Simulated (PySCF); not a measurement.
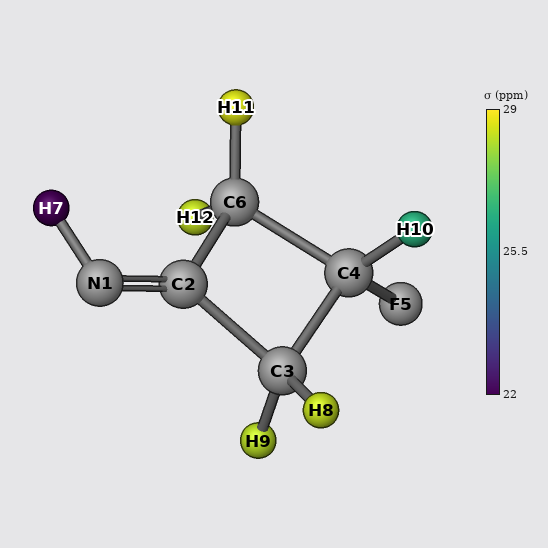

Atoms are coloured by their isotropic NMR shieldings (H only, the others grey). Computed geometry: PBE0-D3(BJ)/def2-SVP optimisation. No frequency run is at hand to confirm it as a minimum. Level of theory: GIAO ωB97X-D/pcSseg-2 NMR shielding, non-relativistic, gas phase (PySCF 2.14.0).

List the isotropic NMR shieldings of the H atoms.

```json
{"atom": "H7", "σ (ppm)": "22.02"}
{"atom": "H8", "σ (ppm)": "28.38"}
{"atom": "H9", "σ (ppm)": "28.28"}
{"atom": "H10", "σ (ppm)": "26.46"}
{"atom": "H11", "σ (ppm)": "28.60"}
{"atom": "H12", "σ (ppm)": "28.36"}
```
